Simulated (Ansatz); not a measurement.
# Si2H6O3: one species, many methods, part 2 of 2

Ansatz 0.2.0, Gaussian basis; functionals in def2-TZVPP, the program's frozen cores in correlated methods.

### Step 7. ωB97M-V (range-separated)

Contents of in.yaml:

```yaml
crystal:
  periodic: [false, false, false]
  atoms:
    - {symbol: O, position_ang: [-1.520010, -0.160349, -1.207925]}
    - {symbol: Si, position_ang: [-1.201128, -0.142421, 0.430073]}
    - {symbol: Si, position_ang: [1.072593, 0.486382, 0.389939]}
    - {symbol: O, position_ang: [1.319000, 0.829485, -1.200438]}
    - {symbol: O, position_ang: [2.083618, -0.679019, 0.955366]}
    - {symbol: H, position_ang: [-2.408444, -0.367134, -1.501205]}
    - {symbol: H, position_ang: [-1.459668, -1.487751, 1.024491]}
    - {symbol: H, position_ang: [-2.104711, 0.815158, 1.132487]}
    - {symbol: H, position_ang: [1.418121, 1.664353, 1.216255]}
    - {symbol: H, position_ang: [0.577018, 0.611320, -1.773357]}
    - {symbol: H, position_ang: [2.048911, -1.543124, 0.542416]}
basis:
  gaussian: {orbitals: def2-TZVPP}
hamiltonian: {xc: {name: wB97M-V}}
output: {forces: true, orbitals: {seedname: orbitals}}
```

Started as:

```sh
> ansatz run in.yaml --threads 4 --pin off --events-out ev --progress --plain --max-ram 10444MiB
```

Standard output (excerpt; [...] marks lines left out):

```text
Functional definition: wB97M-V
  name "wB97M-V"
  cite "Mardirossian & Head-Gordon, J. Chem. Phys. 144, 214110 (2016) doi:10.1063/1.4952647"
  cite "Becke, J. Chem. Phys. 107, 8554 (1997) doi:10.1063/1.475007"
  cite "Vydrov & Van Voorhis, J. Chem. Phys. 133, 244103 (2010) doi:10.1063/1.3521275"
  # Of w^i u^j: cxij and so on, Table III.
[...]
  gx(w, u) = 1 - cx + cx01*u + cx10*w
  gss(w, u) = css00 + css04*u^4 + css10*w + css20*w^2 + css43*w^4*u^3
  gos(w, u) = cos00 + cos10*w + (cos20 + cos21*u)*w^2 + (cos60 + cos61*u)*w^6
[...]
      + integral(e_c_pw_mod_opposite_spin*gos(b97_w_opposite, b97_u_opposite)) + vv10(b, c)
1389 factors; their error is unknown
311 factors; integrals over basis functions are off by at most 1.0e-5 eV
[...]
Atom 1 at    -1.201128    -0.142421     0.430073 Å, force     0.026146    -0.007543     0.251188 eV/Å
Atom 2 at     1.072593     0.486382     0.389939 Å, force    -0.117486     0.186750     0.151128 eV/Å
Atom 3 at     1.319000     0.829485    -1.200438 Å, force    -0.054776    -0.004710    -0.090736 eV/Å
Atom 4 at     2.083618    -0.679019     0.955366 Å, force     0.035881    -0.110362     0.003486 eV/Å
Atom 5 at    -2.408444    -0.367134    -1.501205 Å, force     0.038854     0.008973    -0.012624 eV/Å
Atom 6 at    -1.459668    -1.487751     1.024491 Å, force     0.027917     0.145134    -0.064768 eV/Å
Atom 7 at    -2.104711     0.815158     1.132487 Å, force     0.099008    -0.106389    -0.078839 eV/Å
Atom 8 at     1.418121     1.664353     1.216255 Å, force    -0.044250    -0.133748    -0.092721 eV/Å
Atom 9 at     0.577018     0.611320    -1.773357 Å, force     0.040180     0.013265     0.003980 eV/Å
Atom 10 at     2.048911    -1.543124     0.542416 Å, force     0.015053     0.017952     0.026649 eV/Å
Dipole moment:    -0.561302    -0.338951    -0.177352 e Å
```

Wall time 3.8 s (4 threads of AMD EPYC 9R45, shared host); peak memory 0.97 GiB.

With the free atoms at this level, -21956.900 eV in sum, the atomisation energy is 3979.9 kJ/mol. HOMO -9.75 eV, LUMO 1.03 eV.

### Step 8. B2PLYP (double hybrid)

Edit in.yaml of step 7 so:

```diff
@@ -16,3 +16,2 @@
   gaussian: {orbitals: def2-TZVPP}
-hamiltonian: {xc: {name: wB97M-V}}
-output: {forces: true, orbitals: {seedname: orbitals}}
+hamiltonian: {xc: {name: B2PLYP}}
```

The command is unchanged.

Standard output (excerpt; [...] marks lines left out):

```text
Functional definition: B2PLYP
  name "B2PLYP"
  cite "Grimme, J. Chem. Phys. 124, 034108 (2006) doi:10.1063/1.2148954"
  cite "Becke, Phys. Rev. A 38, 3098 (1988) doi:10.1103/PhysRevA.38.3098"
  cite "Lee, Yang & Parr, Phys. Rev. B 37, 785 (1988) doi:10.1103/PhysRevB.37.785"
[...]
1558 factors; integrals over basis functions are off by at most 1.2e-3 eV
[...]
mean field -21982.23735482 eV, -807.8323226941 hartree, gradient 6.2e-6 eV, S^2 0.000000; 0 other end points of the search recorded, 0 dependent functions left out
13 core orbitals not correlated: weight in the atoms' cores, before any rotation towards them, 1.000 or more for the frozen orbitals, at most 0.000 for the correlated occupied ones
reference -21982.23752841 eV, -807.8323290732 hartree; 16, 16 occupied and 232, 232 virtual orbitals, 1558 factors
second order -31.70024395 eV of doubles, -0.00000000 eV of singles
Total energy: -21990.79659427 eV, -808.1468689422 hartree
```

Run time: 2 s. Hardware: 4 threads of AMD EPYC 9R45, shared host; peak memory 0.69 GiB.

With the free atoms at this level, -21950.174 eV in sum, the atomisation energy is 3919.4 kJ/mol.

### Step 9. Orbital energies across the functionals

Dipoles come from the runs that computed forces. Levels, from each run's orbital file:

```csv
functional,HOMO (eV),LUMO (eV),gap (eV),dipole (D)
PBE-D4,-6.40,-1.48,4.92,3.09
r2SCAN-D4,-6.67,-1.11,5.56,3.20
PBE0-D4,-7.66,-0.63,7.03,
B3LYP-D4,-7.48,-0.86,6.61,3.24
ωB97X-V,-9.97,1.37,11.34,
ωB97M-V,-9.75,1.03,10.78,3.26
```

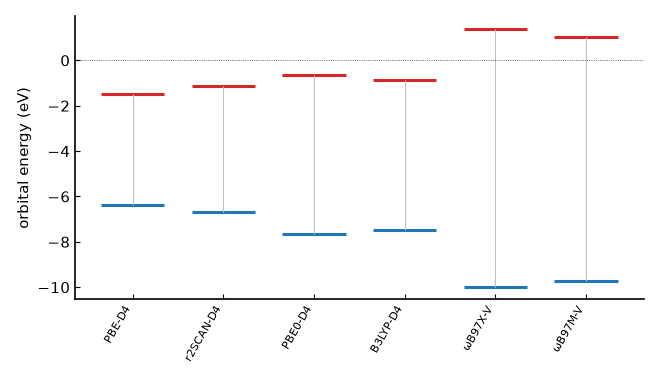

Highest occupied (blue) and lowest empty (red) level by functional.

### Step 10. CCSD(T) in def2-TZVPP

Edit in.yaml of step 8 so:

```diff
@@ -16,2 +16,2 @@
   gaussian: {orbitals: def2-TZVPP}
-hamiltonian: {xc: {name: B2PLYP}}
+correlation: {method: ccsd_t}
```

The command is unchanged.

Standard output (excerpt; [...] marks lines left out):

```text
Functional definition: HF
  name "HF"
  cite "Fock, Z. Phys. 61, 126 (1930) doi:10.1007/BF01340294"
  parent pbe
[...]
1558 factors; integrals over basis functions are off by at most 1.2e-3 eV
[...]
mean field -21938.42745947 eV, -806.2223387355 hartree, gradient 6.2e-6 eV, S^2 0.000000; 0 other end points of the search recorded, 0 dependent functions left out
13 core orbitals not correlated: weight in the atoms' cores, before any rotation towards them, 1.000 or more for the frozen orbitals, at most 0.000 for the correlated occupied ones
reference -21938.42745947 eV, -806.2223387355 hartree; 16, 16 occupied and 232, 232 virtual orbitals, 1558 factors
second order -26.29765198 eV of doubles, -0.00000000 eV of singles
cycle   1  -26.48926369 eV  change   -1.9e-1 eV  update   1.1e-1
[...]
cycle   9  -27.23870485 eV  change   -1.7e-5 eV  update   2.5e-5
perturbative correction -0.95251720 eV, -0.0350043615 hartree
Total energy: -21966.61868152 eV, -807.2583470370 hartree
```

Wall time 46 s (4 threads of AMD EPYC 9R45, shared host); peak memory 6.1 GiB.

### Step 11. MP2 in def2-QZVPP

Edit in.yaml of step 10 so:

```diff
@@ -15,3 +15,3 @@
 basis:
-  gaussian: {orbitals: def2-TZVPP}
-correlation: {method: ccsd_t}
+  gaussian: {orbitals: "def2-QZVPP.json"}
+correlation: {method: mp2}
```

Launched as before.

Standard output:

```text
Functional definition: HF
  name "HF"
  cite "Fock, Z. Phys. 61, 126 (1930) doi:10.1007/BF01340294"
  parent pbe
  exchange = exact_x
  correlation = 0
2960 factors; integrals over basis functions are off by at most 7.2e-4 eV
mean field evaluation 1: about -21932.6348 eV, gradient 5.9e1 eV
mean field evaluation 2: about -21932.7737 eV, gradient 6.0e1 eV
mean field evaluation 4: about -21939.1696 eV, gradient 3.7e0 eV
mean field evaluation 8: about -21939.2376 eV, gradient 2.1e-1 eV
mean field -21939.23784033 eV, -806.2521196826 hartree, gradient 1.0e-6 eV, S^2 0.000000; 0 other end points of the search recorded, 0 dependent functions left out
13 core orbitals not correlated: weight in the atoms' cores, before any rotation towards them, 1.000 or more for the frozen orbitals, at most 0.000 for the correlated occupied ones
reference -21939.23784033 eV, -806.2521196826 hartree; 16, 16 occupied and 462, 462 virtual orbitals, 2960 factors
second order -28.45951440 eV of doubles, -0.00000000 eV of singles
Total energy: -21967.69735473 eV, -807.2979875463 hartree
```

Wall time 7.5 s (4 threads of AMD EPYC 9R45, shared host); peak memory 3 GiB.

Energy pieces by basis (eV):

```
     basis           HF  MP2 correlation  CCSD correlation      (T)              total
def2-TZVPP  -21938.4275         -26.2977          -27.2387  -0.9525        -21966.6187
def2-QZVPP  -21939.2378         -28.4595                             -21967.6974 (MP2)
```

The report of the def2-TZVPP run gives T1 = 0.0125.

### Step 12. The basis-set limit

No new run: Hartree-Fock is extrapolated as exp(−7.88√X) and correlation as X^−2.97, with X = 3 and 4; only MP2 was run in the larger set, so CCSD(T) minus MP2 is added from the smaller one.

```
  level  energy at the limit (eV)
     HF               -21939.3495
    MP2               -21969.4104
   CCSD               -21970.3514
CCSD(T)               -21971.3039
```

### Step 13. The ladder

Atomisation energy = energies of 3 O, 2 Si, 6 H (separate runs, same level) minus the molecule's; electronic only, no spin-orbit term.

| method | rung | atoms, summed (eV) | atomisation energy (kJ/mol) | from CCSD(T)/CBS (kJ/mol) | time |
| --- | --- | --- | --- | --- | --- |
| PBE-D4 | GGA | -21945.235 | 3990.5 | -9.6 | 1 s |
| r2SCAN-D4 | meta-GGA | -21955.723 | 3971.3 | -28.8 | 1.6 s |
| PBE0-D4 | hybrid | -21947.642 | 3909.7 | -90.4 | 1.2 s |
| B3LYP-D4 | hybrid | -21961.927 | 3951.0 | -49.1 | 1.8 s |
| ωB97X-V | range-separated | -21955.321 | 3988.1 | -12.0 | 2.8 s |
| ωB97M-V | range-separated | -21956.900 | 3979.9 | -20.2 | 3.8 s |
| B2PLYP | double hybrid | -21950.174 | 3919.4 | -80.7 | 2 s |
| HF/def2-TZVPP | wavefunction | -21909.177 | 2822.2 | -1177.9 |  |
| MP2/def2-TZVPP | wavefunction | -21923.792 | 3949.4 | -50.7 |  |
| CCSD/def2-TZVPP | wavefunction | -21926.145 | 3813.2 | -186.9 |  |
| CCSD(T)/def2-TZVPP | wavefunction | -21926.513 | 3869.6 | -130.5 | 46 s |
| MP2/CBS | wavefunction | -21927.125 | 4080.0 | +79.9 |  |
| CCSD(T)/CBS | wavefunction | -21929.846 | 4000.1 | 0 | 53 s |

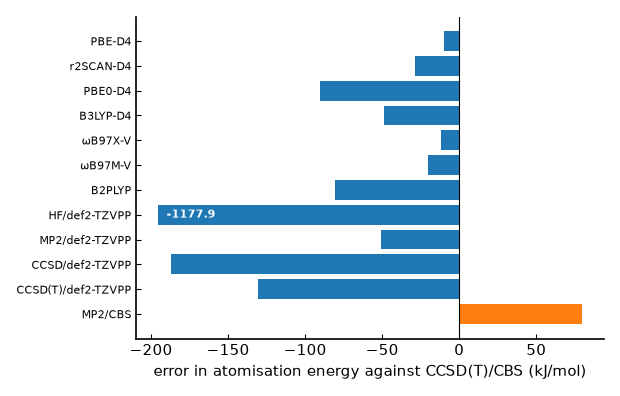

Deviations from CCSD(T)/CBS, method by method. Bars with a number in them are cut short.

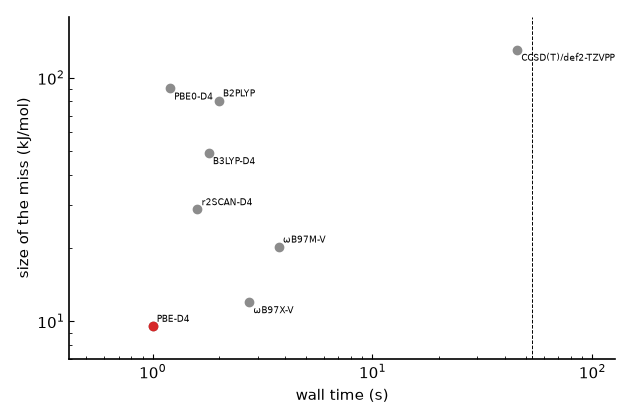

Accuracy for the time spent; red marks the levels that beat every quicker one drawn (of those quicker than the yardstick), and the dashed line is the time of CCSD(T)/CBS. Times are from a shared host.

B2PLYP carry no dispersion term (for B3LYP, D4 adds 37.5 kJ/mol).

Times are those of the molecule's run; HF, MP2 and CCSD come out of the CCSD(T) runs, and the limit's time is the sum of the runs that it needs.

### Step 14. Outcome

What follows sums up all 2 parts.

```
                               quantity                                 value
        atomisation energy, CCSD(T)/CBS                         4000.1 kJ/mol
 functionals within 20.0 kJ/mol (0.5 %)                       PBE-D4, ωB97X-V
                               farthest                PBE0-D4 (-90.4 kJ/mol)
             mean size of error, hybrid                           69.8 kJ/mol
    mean size of error, range-separated                           16.1 kJ/mol
              gap, smallest and largest  4.92 eV (PBE-D4), 11.34 eV (ωB97X-V)
                          T1 diagnostic                                0.0125
triples share of the correlation energy                                 3.4 %
```

In words: PBE-D4 is off by -9.6 kJ/mol. Double hybrids carry the basis error of their MP2 part in triple zeta, and no dispersion term here, so their miss is partly the set-up's. The reference freezes the cores and leaves out relativity and excitations past (T), so misses under about 20.0 kJ/mol can't be ranked. Hartree-Fock recovers 71 % of the binding; the rest is correlation. The gap grows from 4.9 to 11.3 eV across the functionals, mostly with the share of exact exchange.

For cost: PBE-D4 gets within 9.6 kJ/mol in 1 s, where CCSD(T)/CBS took 53 s.
